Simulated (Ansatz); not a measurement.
**A computed series for TaN: alloy series**

The reference is TaN in the rock salt structure (space group Fm-3m, No. 225; a = 4.4161 Å).

The other end (x = 1) is NbN in the rock salt structure (space group Fm-3m, No. 225): 10.80 Å³/atom, gap zero.

Nb replaces a fraction x of Ta; each row is one arrangement (x, atoms in the cell, starting space group or random), fully relaxed.

Computed with Kohn–Sham DFT with the PBE functional, run in Ansatz (an electronic-structure program) with PAW and 420 eV plane waves, no spin-orbit coupling, earlier PAW set.

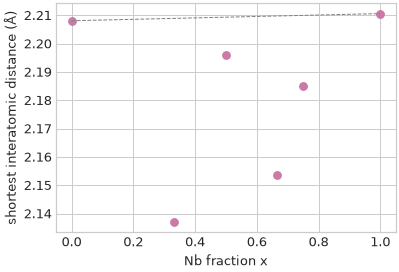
Figure. Shortest interatomic distance against Nb fraction x; the dashed line joins the ends

**Question.** From the plot, what is the shortest interatomic distance for x(Nb) = 0.667, 6 atoms, I4/mmm?

**Answer.** About 2.154 Å.

These are small ordered cells, not random alloys; other orderings at the same x differ. No phonon test of stability was made. All final runs are without spin polarisation. This is not the structure that TaN has at room temperature and ambient pressure.
